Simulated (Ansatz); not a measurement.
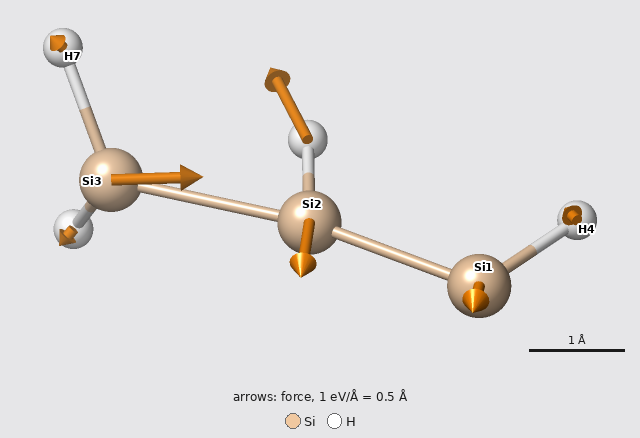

Starting geometry of Si3H4 with the computed forces as orange arrows. The picture is a ball-and-stick view, seen at a tilt.

The run prepares an end point of a later path (hydrogen shift) calculation, from a guessed geometry.

Method: RKS PBE0-D4/def2-SVP in Ansatz.

Input
```yaml
crystal:
  periodic: [false, false, false]
  atoms:
    - { symbol: Si, position_ang: [-2.75092, -1.27278, -0.17246] }
    - { symbol: Si, position_ang: [-0.73648, -0.43814, -0.10536] }
    - { symbol: Si, position_ang: [1.17453, 0.75967, 0.21591] }
    - { symbol: H, position_ang: [-2.4491, -2.47979, -1.03922] }
    - { symbol: H, position_ang: [1.816, 1.42762, -0.94046] }
    - { symbol: H, position_ang: [0.42934, -1.01436, -0.72377] }
    - { symbol: H, position_ang: [2.30087, 0.15527, 0.96445] }
basis:
  gaussian: { orbitals: def2-SVP }
hamiltonian:
  xc: pbe0
  dispersion: d4
relax:
  f_tol: 0.02
  max_steps: 50
```

Launched with:
```bash
ansatz run input.yaml --threads 1 --pin off --max-ram 2048MiB --backend cpu --events-out ev --progress --plain --runs-dir out
```

Question: Is this structure relaxed? If not, where do the atoms go?

Answer: It isn't relaxed: the largest force vector, on H6, is 2.56 eV/Å. The final displacements follow the starting forces only in part (cosine between the two patterns 0.73). The atom that moves furthest after the best rigid fit is H6 (1.22 Å). By element the largest moves are H 1.22 Å, Si 0.85 Å. Some distances before and after: Si2–H6 1.440 → 3.129 Å, Si2–H4 2.824 → 1.648 Å, Si3–H6 2.141 → 1.493 Å, Si1–H4 1.516 → 1.735 Å. New bonds form: Si3–H6 (2.14 → 1.49 Å). Bonds break: Si2–H6 (1.44 → 3.13 Å). Bond angles that change, for instance: Si2–Si1–H4 98.0° → 49.5°, Si2–Si3–H7 119.6° → 110.1°, Si2–Si3–H5 119.4° → 110.1°. Groups turn about Si1–Si2 by about 180°. After 12 geometry steps the energy has fallen by 2.053 eV. Largest force component: 2.4 eV/Å at the start, 0.0086 eV/Å at the end. The run took 30 s on 1 thread of Intel(R) Xeon(R) Platinum 8488C (Sapphire Rapids), on a shared host, peak memory 0.16 GiB.
